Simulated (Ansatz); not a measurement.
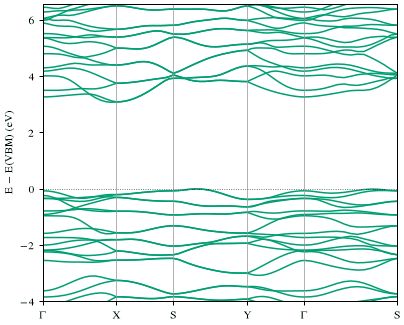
*Band structure from DFT-LDA in the program Ansatz with PAW potentials*

The gap is 3.07 eV; an edge lies off the plotted path or next to a special point (maximum off the standard path, minimum on the Γ–X line, 94 % of the way from Γ).

The material is monolayer SiS₂ (P2_1/c in the vacuum cell, 12 atoms; Si with 4 neighbours (tetrahedral), S with 2 neighbours (bent)).

The layer was cut from a bulk entry of the Materials Project (measured or hypothetical); whether that bulk phase is the ambient one, and whether the layer has been isolated, was not checked. The cell was relaxed with LDA under the symmetry of its start; its stability against distortions is not shown here.

Potentials: the later of the program's two PAW sets.
